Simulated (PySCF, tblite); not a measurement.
**C₅H₁₁NSi₃: geometry, infrared bands and NMR shifts**

Aim: predict the infrared bands and NMR shifts of C₅H₁₁NSi₃ (`CC#C[Si@@]([SiH3])(C#N)C[SiH3]`).

Computed with tblite 0.8.0 and PySCF 2.14.0, with density-fitted response routines of our own, on a single molecule in the gas phase. Atoms are numbered from 0 throughout.

**1. Starting geometry**

20 atoms, charge 0, multiplicity 1; geometry from: force field or distance geometry start.

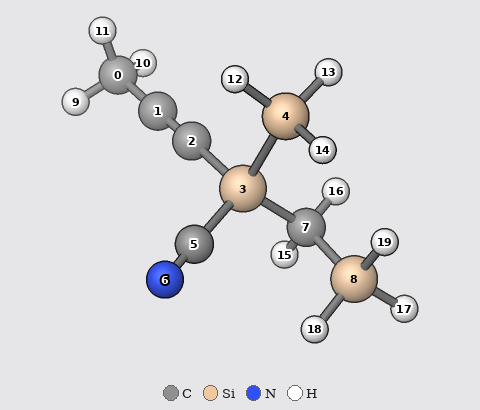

The starting geometry (carbon grey, silicon light orange, nitrogen blue, hydrogen white), atoms numbered.

**2. Optimising the geometry with GFN2-xTB**

The job: settings as JSON, then the geometry in Å.

```
{"job": {"kind": "relax", "xc": "GFN2-xTB", "basis": "xTB"}, "charge": 0, "multiplicity": 1}
C     -4.187000     0.220700     0.207300
C     -2.748200     0.210400     0.013600
C     -1.543000     0.191300    -0.128600
Si     0.332600     0.193600    -0.380300
Si     0.859800    -1.893600    -1.270200
C      0.835900     1.445700    -1.674600
N      1.171600     2.228700    -2.470500
C      1.132700     0.440600     1.299600
Si     2.957100     0.574100     1.098400
H     -4.607700     1.213400    -0.008100
H     -4.462200    -0.032600     1.237500
H     -4.684300    -0.502300    -0.453200
H      0.064900    -2.158600    -2.497900
H      0.576700    -2.957600    -0.281600
H      2.304600    -1.948300    -1.609500
H      0.726800     1.346400     1.771400
H      0.874900    -0.392200     1.965300
H      3.580900     0.752200     2.426800
H      3.305100     1.737900     0.251800
H      3.503700    -0.658900     0.499700
```

On the command line:

```bash
OMP_NUM_THREADS=1 python probes_run.py task.json out
```

The driver reads the jobs from task.json and runs them one after another.

Log:

```text
step      E/eV     max force
  0    -660.64545    2.305
  1    -660.60256    7.316
  2    -660.77931    0.683
  3    -660.79885    0.589
  4    -660.81418    1.471
  5    -660.83141    0.609
  6    -660.84115    0.398
  7    -660.85641    0.175
  8    -660.86122    0.188
  9    -660.86556    0.138
 10    -660.86869    0.122
 11    -660.87176    0.137
 12    -660.87434    0.123
 13    -660.87688    0.143
 14    -660.87944    0.145
 15    -660.88230    0.167
 16    -660.88536    0.148
 17    -660.88821    0.114
 18    -660.89039    0.102
 19    -660.89188    0.085
 20    -660.89286    0.073
 21    -660.89365    0.059
 22    -660.89451    0.069
 23    -660.89554    0.090
 24    -660.89665    0.087
 25    -660.89759    0.061
 26    -660.89832    0.061
 27    -660.89904    0.070
 28    -660.89990    0.079
 29    -660.90086    0.079
 30    -660.90172    0.080
 31    -660.90244    0.079
 32    -660.90314    0.066
 33    -660.90386    0.071
 34    -660.90445    0.068
 35    -660.90487    0.043
 36    -660.90521    0.044
 37    -660.90557    0.049
 38    -660.90595    0.058
 39    -660.90626    0.044
 40    -660.90647    0.030
 41    -660.90662    0.025
 42    -660.90678    0.032
 43    -660.90696    0.034
 44    -660.90714    0.033
 45    -660.90731    0.035
 46    -660.90745    0.041
 47    -660.90757    0.024
 48    -660.90770    0.022
 49    -660.90783    0.027
 50    -660.90797    0.027
 51    -660.90807    0.023
 52    -660.90814    0.020
 53    -660.90819    0.022
 54    -660.90827    0.028
 55    -660.90838    0.037
 56    -660.90850    0.033
 57    -660.90859    0.025
 58    -660.90866    0.021
 59    -660.90876    0.037
 60    -660.90895    0.058
 61    -660.90924    0.067
 62    -660.90953    0.046
 63    -660.90970    0.025
 64    -660.90978    0.017
 65    -660.90984    0.030
 66    -660.90994    0.040
 67    -660.91005    0.041
 68    -660.91013    0.025
 69    -660.91018    0.015
 70    -660.91024    0.029
 71    -660.91034    0.059
 72    -660.91047    0.079
 73    -660.91062    0.079
 74    -660.91075    0.044
 75    -660.91084    0.026
 76    -660.91092    0.037
 77    -660.91100    0.047
 78    -660.91107    0.050
 79    -660.91114    0.028
 80    -660.91121    0.021
 81    -660.91128    0.046
 82    -660.91134    0.039
 83    -660.91138    0.029
 84    -660.91141    0.017
 85    -660.91144    0.012
 86    -660.91146    0.022
 87    -660.91148    0.022
 88    -660.91152    0.022
 89    -660.91156    0.024
 90    -660.91159    0.015
 91    -660.91161    0.009
```

Wall time 1.6 s (1 thread of Arm Neoverse N1, shared host); peak memory 0.18 GiB.

Along the way: (not every step is listed) (the energy doesn't fall at every step)

```csv
step,energy from step 0 (eV),largest force (eV/Å)
0,0.0000,2.3051
1,0.0429,7.3160
2,-0.1339,0.6827
3,-0.1534,0.5893
4,-0.1687,1.4707
5,-0.1860,0.6089
6,-0.1957,0.3977
7,-0.2110,0.1753
8,-0.2158,0.1879
15,-0.2369,0.1671
22,-0.2491,0.0694
29,-0.2554,0.0788
36,-0.2598,0.0441
43,-0.2615,0.0341
50,-0.2625,0.0269
57,-0.2631,0.0247
64,-0.2643,0.0172
71,-0.2649,0.0592
78,-0.2656,0.0500
85,-0.2660,0.0119
86,-0.2660,0.0220
87,-0.2660,0.0225
88,-0.2661,0.0221
89,-0.2661,0.0240
90,-0.2661,0.0147
91,-0.2662,0.0091
```

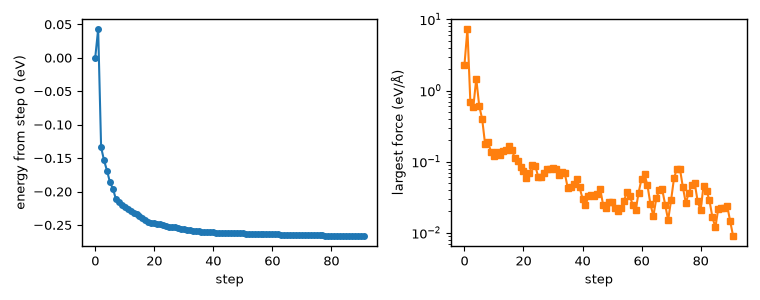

Energy and largest force along the relaxation.

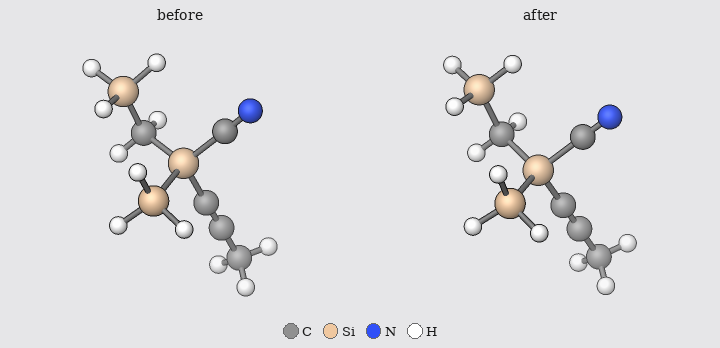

The geometry before (left) and after (right).

Close pairs (by a distance rule), those that changed most:

| bond | before (Å) | after (Å) | change (Å) |
| --- | --- | --- | --- |
| C7–Si8 | 1.840 | 1.902 | +0.062 |
| C2–Si3 | 1.892 | 1.852 | -0.041 |
| Si3–C7 | 1.877 | 1.912 | +0.035 |
| Si4–H12 | 1.486 | 1.464 | -0.022 |
| Si4–H14 | 1.485 | 1.465 | -0.020 |
| C5–N6 | 1.166 | 1.146 | -0.020 |
| Si8–H18 | 1.481 | 1.462 | -0.019 |
| Si4–H13 | 1.480 | 1.467 | -0.013 |

The final coordinates are the input of the step that follows.

**3. Vibrational analysis with GFN2-xTB**

The job: settings as JSON, then the geometry in Å.

```
{"job": {"kind": "ir", "xc": "GFN2-xTB", "basis": "xTB"}, "charge": 0, "multiplicity": 1}
C     -4.186847     0.323097     0.199054
C     -2.757382     0.220526     0.018542
C     -1.563179     0.141573    -0.133168
Si     0.265212    -0.014233    -0.382608
Si     0.920777    -2.005440    -1.369589
C      0.616816     1.423923    -1.538632
N      0.842959     2.275146    -2.272136
C      1.142269     0.424965     1.258665
Si     3.033045     0.614092     1.166509
H     -4.518370     1.333536    -0.039600
H     -4.450778     0.097282     1.232243
H     -4.696347    -0.381018    -0.458721
H      0.102421    -2.310427    -2.544934
H      0.766211    -3.117441    -0.425624
H      2.322014    -1.974516    -1.794985
H      0.716859     1.350883     1.648846
H      0.900953    -0.347880     1.990577
H      3.545945     0.963245     2.494437
H      3.378719     1.659157     0.204374
H      3.613556    -0.665792     0.743714
```

Log:

```text
mode    cm-1     km/mol
  1      21.6      0.01
  2      22.7      0.03
  3      37.9      0.47
  4      47.8      0.60
  5      53.2      2.21
  6      76.9      4.30
  7      84.3      4.49
  8     100.1      0.81
  9     136.4      0.46
 10     181.2      6.57
 11     200.7     26.41
 12     207.4     19.17
 13     307.3      2.75
 14     315.8      1.71
 15     320.7     16.80
 16     334.0     12.47
 17     394.8     14.06
 18     433.1     19.03
 19     438.7     25.76
 20     487.6     21.07
 21     521.3     13.90
 22     586.3     67.98
 23     614.6     27.67
 24     683.8    122.15
 25     707.5    154.25
 26     771.2    499.86
 27     786.8    205.03
 28     790.8    196.60
 29     800.1    102.63
 30     802.0    309.73
 31     808.3    420.80
 32     811.8    117.38
 33    1013.7      5.97
 34    1014.4      5.84
 35    1020.7      1.17
 36    1099.8      0.46
 37    1132.0     83.54
 38    1382.2      2.28
 39    1446.9      6.89
 40    1447.7      7.52
 41    1454.3      0.36
 42    2224.5    193.80
 43    2226.5    378.48
 44    2243.7    361.49
 45    2246.8    419.74
 46    2249.9    211.79
 47    2280.2    270.38
 48    2309.7    256.90
 49    2342.1     60.97
 50    2960.9     40.76
 51    2972.4     14.13
 52    3002.0     16.62
 53    3003.6     15.67
 54    3009.8     23.25
```

Run time: 2 s. Hardware: 1 thread of Arm Neoverse N1, shared host; peak memory 0.18 GiB.

The strongest bands and the atoms that carry them (share of the mass-weighted mode):

```csv
cm⁻¹,km/mol,atoms
771,499.9,"H14 24 %, H13 22 %, H12 20 %"
802,309.7,"H17 23 %, H19 21 %, H14 19 %, H13 12 %"
808,420.8,"H12 35 %, H13 20 %, H14 14 %"
2226,378.5,"H13 71 %, H19 22 %"
2244,361.5,"H14 55 %, H17 33 %"
2247,419.7,"H17 58 %, H14 31 %"
2280,270.4,H18 96 %
2310,256.9,"C1 53 %, C2 45 %"
```

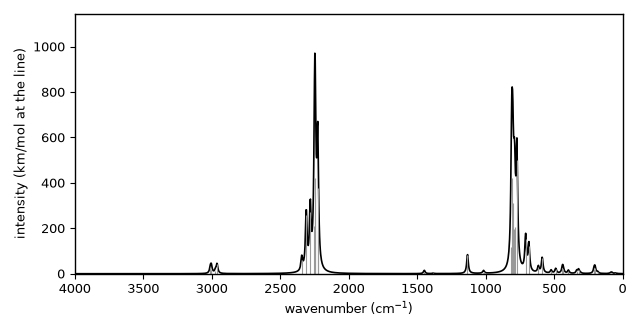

The infrared spectrum from these modes, unscaled. Lines are broadened to a width of 14 cm⁻¹ (Lorentzian).

**4. NMR shieldings: PBE0/pcSseg-1**

The job, as its differences from that of step 3:

```diff
@@ -1,2 +1,2 @@
-{"job": {"kind": "ir", "xc": "GFN2-xTB", "basis": "xTB"}, "charge": 0, "multiplicity": 1}
+{"job": {"kind": "nmr", "xc": "PBE0", "basis": "pcSseg-1"}, "charge": 0, "multiplicity": 1}
 C     -4.186847     0.323097     0.199054
```

Level: GIAO PBE0/pcSseg-1 NMR shielding, non-relativistic, gas phase.

Log:

```text
coarse grid: 18184 points
cycle   1  E = -1119.4609933147  dE =  6.349e-01  |g| = 5.649e-01  |ddm| = 4.317e+00
cycle   2  E = -1119.3633430418  dE =  9.765e-02  |g| = 8.629e-01  |ddm| = 1.311e+00
cycle   3  E = -1119.5300310464  dE = -1.667e-01  |g| = 2.504e-01  |ddm| = 7.495e-01
cycle   4  E = -1119.5431209455  dE = -1.309e-02  |g| = 5.446e-02  |ddm| = 1.886e-01
cycle   5  E = -1119.5435702208  dE = -4.493e-04  |g| = 3.317e-02  |ddm| = 6.594e-02
cycle   6  E = -1119.5438397057  dE = -2.695e-04  |g| = 8.061e-03  |ddm| = 2.851e-02
cycle   7  E = -1119.5438562883  dE = -1.658e-05  |g| = 1.783e-03  |ddm| = 8.411e-03
cycle   8  E = -1119.5438570501  dE = -7.618e-07  |g| = 3.926e-04  |ddm| = 2.057e-03
final grid: 161904 points
cycle   9  E = -1119.5956391871  dE = -2.760e-05  |g| = 6.278e-03  |ddm| = 3.939e-02
cycle  10  E = -1119.5956358421  dE =  3.345e-06  |g| = 7.281e-03  |ddm| = 1.238e-02
cycle  11  E = -1119.5956480939  dE = -1.225e-05  |g| = 2.148e-03  |ddm| = 6.269e-03
cycle  12  E = -1119.5956491229  dE = -1.029e-06  |g| = 4.606e-04  |ddm| = 1.686e-03
cycle  13  E = -1119.5956491686  dE = -4.571e-08  |g| = 1.285e-04  |ddm| = 4.549e-04
cycle  14  E = -1119.5956491728  dE = -4.214e-09  |g| = 2.375e-05  |ddm| = 1.398e-04
cycle  15  E = -1119.5956491729  dE = -9.823e-11  |g| = 1.241e-05  |ddm| = 3.549e-05
converged SCF energy = -1119.5956491729

GIAO shielding tensors (ppm)
atom      isotropic    diamagn.    paramagn.     s11        s22        s33       span
  0 C      180.767     252.679     -71.912    172.024    172.280    197.996     25.972
  1 C       69.458     276.677    -207.218    -25.129    -21.498    255.002    280.131
  2 C      104.927     261.864    -156.937     17.258     25.604    271.918    254.660
  3 Si     410.535     883.292    -472.757    374.508    401.731    455.366     80.858
  4 Si     462.768     880.717    -417.950    454.646    461.283    472.374     17.728
  5 C       61.768     265.390    -203.622    -53.315    -51.164    289.783    343.098
  6 N      -94.615     339.509    -434.124   -289.210   -278.819    284.184    573.393
  7 C      190.014     260.294     -70.280    184.127    188.654    197.260     13.133
  8 Si     425.420     879.366    -453.945    402.869    409.286    464.106     61.237
  9 H       29.509      27.911       1.598     24.363     27.862     36.303     11.940
 10 H       29.610      28.876       0.734     24.438     27.985     36.406     11.968
 11 H       29.577      27.598       1.979     24.402     27.950     36.380     11.978
 12 H       28.092      28.874      -0.782     24.612     25.986     33.679      9.067
 13 H       28.275      29.475      -1.200     25.087     26.159     33.578      8.491
 14 H       28.041      29.090      -1.050     24.286     26.622     33.213      8.927
 15 H       31.098      33.557      -2.459     25.680     29.485     38.129     12.450
 16 H       31.648      33.762      -2.115     26.808     29.526     38.609     11.802
 17 H       27.613      27.898      -0.285     23.880     25.112     33.846      9.966
 18 H       27.524      28.629      -1.105     23.703     26.783     32.086      8.383
 19 H       27.843      28.822      -0.980     23.757     27.270     32.502      8.745
```

Wall time 93 s (1 thread of Arm Neoverse N1, shared host); peak memory 1.1 GiB.

Shifts follow as δ = σ(reference) − σ, with reference shieldings (ppm) from runs at the same level and on the same kind of geometry: 1H TMS 31.72, 13C TMS 186.9, 29Si TMS 349.2, 15N NH3 267.7. The references are single molecules in the gas phase, so shifts against H2O, NH3, PH3, H3PO4 or CFCl3 are not on the usual liquid scales and can be off by tens of ppm. Atoms listed in one row are averaged.

```
        atoms                              environment  σ (ppm)  δ (ppm)  δ scaled to CDCl3
           C5                           nitrile carbon     61.8    125.2              120.2
           C1                            alkyne carbon     69.5    117.5              112.7
           C2                            alkyne carbon    104.9     82.0               78.1
           C0                propargylic methyl carbon    180.8      6.2                4.1
           C7                   sp3 CH2 bonded to 2 Si    190.0     -3.1               -4.9
H17, H18, H19        hydrogen on a silicon bonded to C    27.66     4.06                  –
H12, H13, H14       hydrogen on a silicon bonded to Si    28.14     3.58                  –
 H9, H10, H11  hydrogen on a propargylic methyl carbon    29.57     2.15               2.13
          H15    hydrogen on an sp3 CH2 bonded to 2 Si    31.10     0.62               0.69
          H16    hydrogen on an sp3 CH2 bonded to 2 Si    31.65     0.07               0.17
          Si3                silicon bonded to 3 C, Si    410.5    -61.4                  –
          Si8                 silicon bonded to C, 3 H    425.4    -76.3                  –
          Si4                silicon bonded to Si, 3 H    462.8   -113.6                  –
           N6                         nitrile nitrogen    -94.6    362.3                  –
```

The scaled column applies a straight-line fit of computed shieldings to shifts measured in CDCl3 (root-mean-square error 0.16 ppm for H, 1.9 ppm for C).

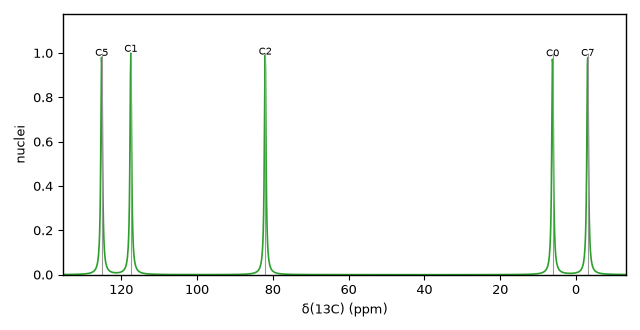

13C lines at the computed shifts, without couplings. Lines are broadened to a width of 0.51 ppm (Lorentzian).

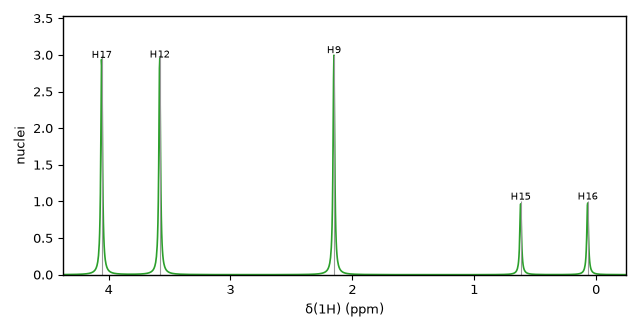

1H lines at the computed shifts, without couplings. Lines are broadened to a width of 0.02 ppm (Lorentzian).

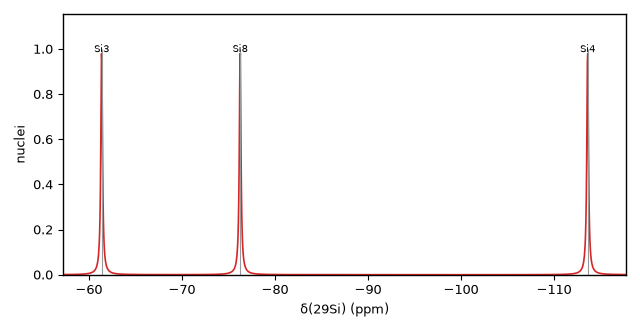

29Si lines at the computed shifts, without couplings. Lines are broadened to a width of 0.21 ppm (Lorentzian).

The run also stored atomic charges by several schemes (e):

```csv
atoms,Mulliken,IAO,Hirshfeld,ESP fit
C0,-0.16,-0.44,-0.09,-0.56
C1,-0.16,0.02,-0.01,0.34
C2,-0.39,-0.38,-0.19,-0.61
Si3,0.70,0.77,0.35,0.52
Si4,0.28,0.30,0.23,0.13
C5,-0.19,-0.15,-0.03,0.22
N6,-0.21,-0.20,-0.20,-0.42
C7,-0.85,-0.81,-0.24,-0.49
Si8,0.48,0.60,0.31,0.37
```

Hirshfeld charges:

C0 -0.09; C1 -0.01; C2 -0.19; Si3 0.35; Si4 0.23; C5 -0.03; N6 -0.20; C7 -0.24; Si8 0.31; H9 0.07; H10 0.07; H11 0.07; H12 -0.06; H13 -0.07; H14 -0.06; H15 0.05; H16 0.05; H17 -0.07; H18 -0.07; H19 -0.08

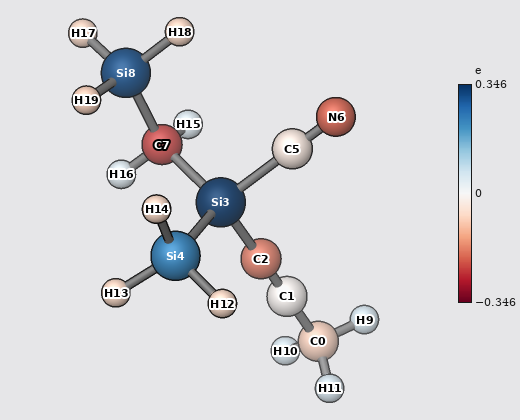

Hirshfeld charges, as colours on the atoms.

Mayer bond orders: C0–C1 1.19, C1–C2 2.58, C2–Si3 0.97, Si3–Si4 0.92, Si3–C5 0.77, C5–N6 2.93, Si3–C7 0.93, C7–Si8 0.90.

**5. Outcome**

| quantity | value |
| --- | --- |
| strongest single infrared mode (GFN2-xTB) | 771 cm⁻¹, 500 km/mol |
| zero-point energy (GFN2-xTB) | 81.4 kcal/mol |
| 13C shifts against TMS (PBE0/pcSseg-1) | 125.2, 117.5, 82.0, 6.2, -3.1 ppm |
| 1H shifts against TMS (PBE0/pcSseg-1, means over atoms taken as alike) | 4.06, 3.58, 2.15, 0.62, 0.07 ppm |
| 29Si shifts against TMS (PBE0/pcSseg-1) | -61.4, -76.3, -113.6 ppm |
| 15N shifts against NH3 (PBE0/pcSseg-1) | 362.3 ppm |

Over 91 steps the energy fell by 0.266 eV; of the close pairs, C7–Si8 changed most, 1.840 to 1.902 Å. No mode is imaginary among the 54: a minimum at this level. The strongest single mode, at 771 cm⁻¹, has its largest shares on H14, H13 and H12 (the list is cut at 3 atoms). Unscaled tight-binding wavenumbers are off by several per cent, some by more. Its intensities can rank the bands wrongly. The most deshielded carbon is C5 (nitrile carbon), at 125.2 ppm: C≡N carbons fall here, among the sp2 signals but without a proton. At PBE0/pcSseg-1: Shielding is most anisotropic at N6 (span 573 ppm, paramagnetic term -434 ppm).
